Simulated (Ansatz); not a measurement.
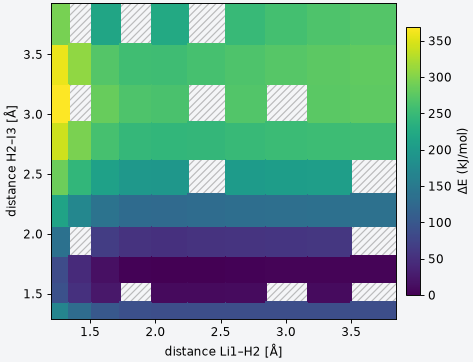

Energy landscape of the system Li⁺ + HI. Coordinates scanned: (1) distance Li1–H2; (2) distance H2–I3. Nothing is relaxed (the angle Li1–H2–I3 is fixed at 180 degrees). The scan uses a 10 × 10 grid. At 13 points there is no value. Points are written as (first, second). Energies: kJ/mol, counted from the lowest grid point. The restricted reference is unstable at some or all points, so the energies there are unreliable. The calculation used RHF-CCSD(T), frozen core/def2-TZVPD (Ansatz 0.2.0).

Drawn: one coloured cell a grid point, hatched blanks where no value was computed. 

**What does the map say about the system?**

The lowest grid point is at (2.108 Å, 1.700 Å). The energy also falls towards the edge at (3.672 Å, 1.700 Å) (2.9 kJ/mol above the lowest), where a further well may lie outside the range. The highest grid point, (1.272 Å, 3.091 Å), lies 370 kJ/mol above the lowest.

Each point was launched as `ansatz run input.yaml --threads 1 --pin off --max-ram 2560MiB --backend cpu --events-out ev --progress --plain --runs-dir out`. The whole map (87 points run) took 39 min on 1 thread of Intel(R) Xeon(R) 6975P-C (Granite Rapids), with other jobs on the host.
